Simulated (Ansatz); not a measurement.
HF: several calculations on one system

Part 1: Relaxation

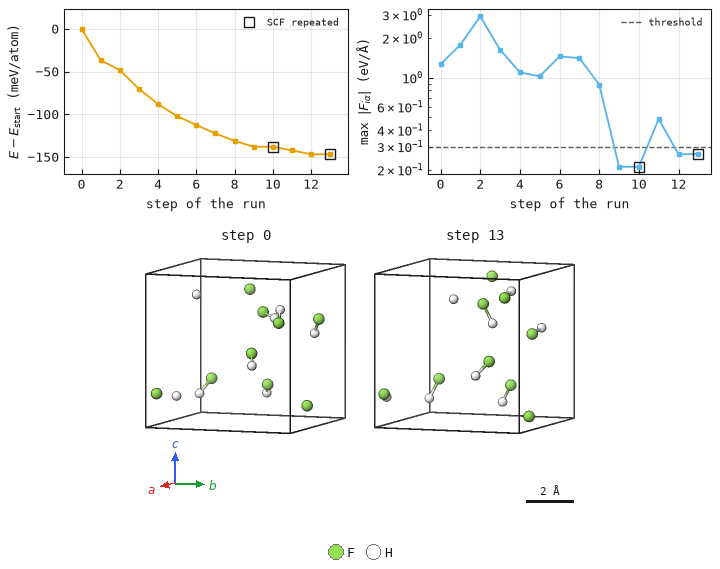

First and last geometry of a relaxation of an amorphous cell of composition HF, with the history of the run. A ball-and-stick model of the cell of the calculation, seen slightly off an axis.

The cell holds 8 HF. The run prepares the start of a later molecular dynamics calculation, from a guessed geometry.

Computed with DFT r2SCAN-D3(BJ), scalar-relativistic, plane waves, PAW (Ansatz 0.2.0). (plane-wave cutoff 500 eV; k-point mesh 1 × 1 × 1; occupations fermi dirac; smearing width 0.05 eV; no spin polarisation; atoms relaxed in a fixed cell; force threshold 0.3 eV/Å; at most 15 steps)

> Did the run converge, and what did it change?

It converged. An H atom moves most: 1.25 Å along [−2 3 −1]. By element the largest moves are H 1.25 Å, F 1.17 Å. The lattice vectors keep their values. Among the contacts that change: F–H 0.934 → 0.952 Å. Over 11 accepted moves (13 points after the start) the energy falls by 147 meV per atom. The largest force component goes from 1.3 to 0.26 eV/Å. 2 steps only repeated the SCF at the same geometry. The forces were under the threshold at step 9, but the run went on from there. The run took 4.9 min on 1 thread of Arm Neoverse V1, on a shared host, peak memory 0.86 GiB.

```tsv
step	E − E(0), meV/atom	largest force component, eV/Å	note
0	0.00	1.2655	
1	-36.77	1.7761	
2	-48.28	2.9128	
3	-70.24	1.6243	
4	-88.12	1.0956	
5	-102.21	1.0220	
6	-112.59	1.4494	
7	-122.46	1.4041	
8	-131.16	0.8850	
9	-137.99	0.2106	
10	-137.99	0.2108	same geometry, SCF repeated
11	-142.27	0.4855	
12	-146.80	0.2621	
13	-146.80	0.2639	same geometry, SCF repeated
```

Limits of the set-up: the periodic images lie only 6.7 Å apart, so the values are limited by the cell's size.

Part 2: Dynamics

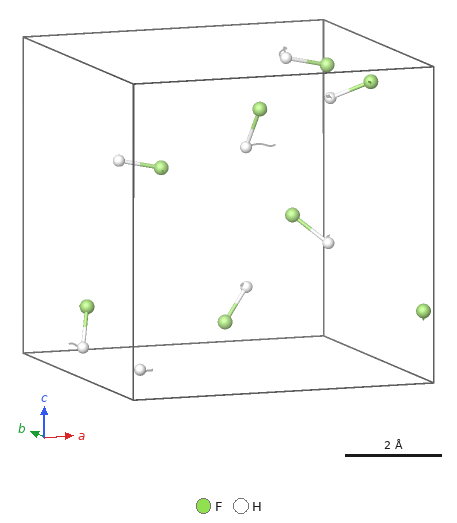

Molecular dynamics of a periodic cell with 8 HF at 0.888 g/cm³, 20 fs long. Lines trace each atom's path, in the colour of its element; spheres stand at the starting positions. Seen slightly off an axis in the simulation cell.

All numbers below come from Ansatz 0.2.0, DFT r2SCAN-D3(BJ), scalar-relativistic, plane waves, PAW. Settings: plane-wave cutoff 500 eV; k-point mesh 1 × 1 × 1; Fermi-Dirac smearing 0.05 eV; Langevin thermostat (NVT); set temperature 500 K; time step 0.5 fs; friction 0.02 per fs.

Input file:
```yaml
crystal:
  lattice:
    - [6.688374, 0.0, 0.0]
    - [0.0, 6.688374, 0.0]
    - [0.0, 0.0, 6.688374]
  atoms:
    - { symbol: F, position: [0.64814025, -0.06580959, 0.07279905] }
    - { symbol: H, position: [0.73622609, -0.01939394, 0.17217988] }
    - { symbol: F, position: [0.41046753, 0.86600217, 0.58388238] }
    - { symbol: H, position: [0.27468171, 0.87937535, 0.61167498] }
    - { symbol: F, position: [0.97079788, 0.88870081, 0.87535132] }
    - { symbol: H, position: [0.83183481, 0.88167082, 0.90594713] }
    - { symbol: F, position: [0.06016048, 0.58390099, 0.20553535] }
    - { symbol: H, position: [0.02003512, 0.51149838, 0.08934266] }
    - { symbol: F, position: [-0.01273718, 0.05937511, 0.21918801] }
    - { symbol: H, position: [0.0246215, 0.00587999, 0.09406386] }
    - { symbol: F, position: [0.64718524, 0.61660045, 0.79374883] }
    - { symbol: H, position: [0.62151041, 0.67185987, 0.66622904] }
    - { symbol: F, position: [0.79093748, 0.71209104, 0.43651553] }
    - { symbol: H, position: [0.88983909, 0.65617035, 0.35066703] }
    - { symbol: F, position: [0.94016189, 0.40831104, 0.89528509] }
    - { symbol: H, position: [0.83263738, 0.48230237, 0.83850826] }
basis:
  ecutwfc: 500.0
kpoints:
  mp_grid: { grid: [1, 1, 1] }
hamiltonian:
  xc: r2scan
  dispersion: d3bj
scf:
  occupations: { method: fermi_dirac, width: 0.05 }
  lower_state_search: "off"
md:
  timestep: 0.5
  n_steps: 40
  ensemble: nvt_langevin
  temperature: 500.0
  initial_velocities: maxwell_boltzmann
  seed: 321567
  friction: 0.02
```

Launched with:
```bash
ansatz run input.yaml --threads 1 --pin off --max-ram 3072MiB --backend cpu --events-out ev --progress --plain --runs-dir out
```

Q: How do the atoms move?

A: Root-mean-square distances from the starting positions over the second half, with the common drift of all atoms taken out: H 0.26 Å, F 0.14 Å. The heavy atoms stay within a fraction of a molecule's size of their starting places; so short a run doesn't tell a liquid from a solid. Over the second half the temperature averages 408 K (spread ±30 K). The potential energy in the second half lies on average 17.9 meV per atom above the first frame.

Limits of the set-up: the periodic images lie only 6.7 Å apart, so the values are limited by the cell's size.

Cost: 13 min on 1 thread of Arm Neoverse V1, with other jobs on the host, peak memory 0.86 GiB.

Part 3: Dynamics

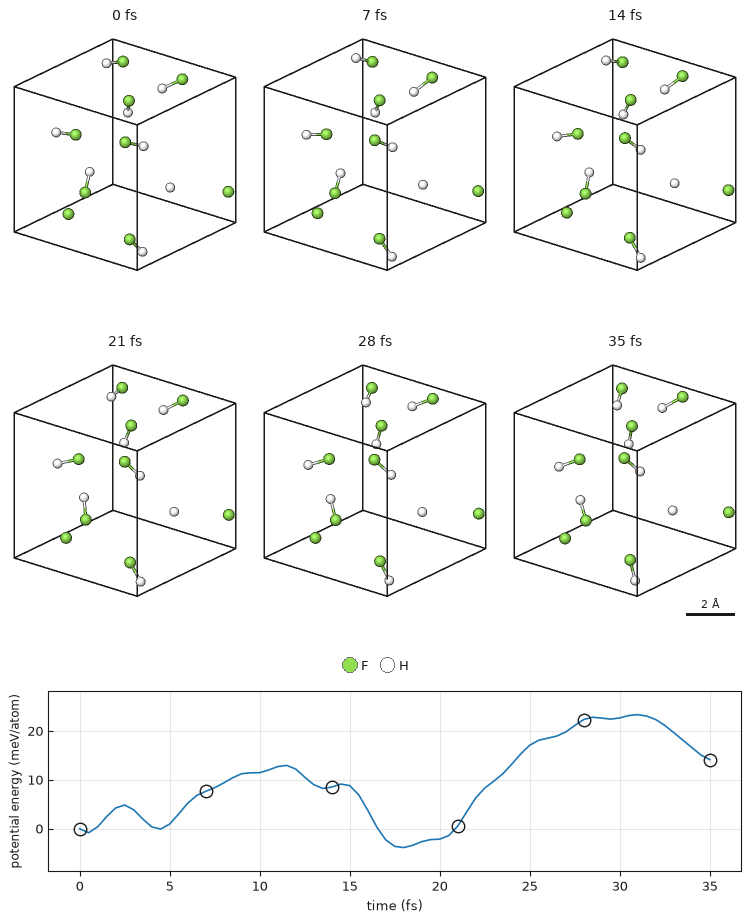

First-principles dynamics of a periodic cell with 8 HF at 0.888 g/cm³, 35 fs long. It starts from the last geometry of an earlier run, with fresh velocities. Frames and the history of the run. A ball-and-stick model of the simulation cell, seen from a free direction.

These are results of DFT r2SCAN-D3(BJ), scalar-relativistic, plane waves, PAW in Ansatz, not measurements. Settings: plane-wave cutoff 500 eV; k-point mesh 1 × 1 × 1; Fermi-Dirac smearing 0.05 eV; Langevin thermostat (NVT); set temperature 500 K; time step 0.5 fs; friction 0.005 per fs.

Input file:
```yaml
crystal:
  lattice:
    - [6.688374, 0.0, 0.0]
    - [0.0, 6.688374, 0.0]
    - [0.0, 0.0, 6.688374]
  atoms:
    - { symbol: F, position: [0.64955528, -0.05594518, 0.07310676] }
    - { symbol: H, position: [0.72856325, -0.02912482, 0.18276013] }
    - { symbol: F, position: [0.41446959, 0.8326964, 0.57737546] }
    - { symbol: H, position: [0.29690658, 0.89703208, 0.61482769] }
    - { symbol: F, position: [0.97149341, 0.89429446, 0.88213377] }
    - { symbol: H, position: [0.8393572, 0.92230419, 0.90612605] }
    - { symbol: F, position: [0.05405812, 0.60222861, 0.21074673] }
    - { symbol: H, position: [-0.00891039, 0.52673951, 0.10541079] }
    - { symbol: F, position: [-0.00213124, 0.05864481, 0.19743016] }
    - { symbol: H, position: [0.08165436, 0.02157863, 0.09447167] }
    - { symbol: F, position: [0.66603491, 0.60132731, 0.78967191] }
    - { symbol: H, position: [0.72352359, 0.65615214, 0.6754285] }
    - { symbol: F, position: [0.78801172, 0.72983168, 0.43021275] }
    - { symbol: H, position: [0.9135664, 0.68057456, 0.37481654] }
    - { symbol: F, position: [0.93613555, 0.3837007, 0.9061067] }
    - { symbol: H, position: [0.83112076, 0.46318791, 0.85647972] }
basis:
  ecutwfc: 500.0
kpoints:
  mp_grid: { grid: [1, 1, 1] }
hamiltonian:
  xc: r2scan
  dispersion: d3bj
scf:
  occupations: { method: fermi_dirac, width: 0.05 }
  lower_state_search: "off"
md:
  timestep: 0.5
  n_steps: 70
  ensemble: nvt_langevin
  temperature: 500.0
  initial_velocities: maxwell_boltzmann
  seed: 704870
  friction: 0.005
```

Command:
```bash
ansatz run input.yaml --threads 1 --pin off --max-ram 3072MiB --backend cpu --events-out ev --progress --plain --runs-dir out
```

### Describe the run.

Over the second half the temperature averages 422 K (spread ±85 K). The potential energy is still drifting at the end, so the run hasn't reached equilibrium. The potential energy in the second half lies on average 13.1 meV per atom above the first frame. In the second half of the run the atoms are, in the root-mean-square, this far from where they began (common drift taken out): H 0.43 Å, F 0.20 Å. The heavy atoms stay within a fraction of a molecule's size of their starting places; so short a run doesn't tell a liquid from a solid.

Limits of the set-up: the periodic images lie only 6.7 Å apart, so the values are limited by the cell's size.
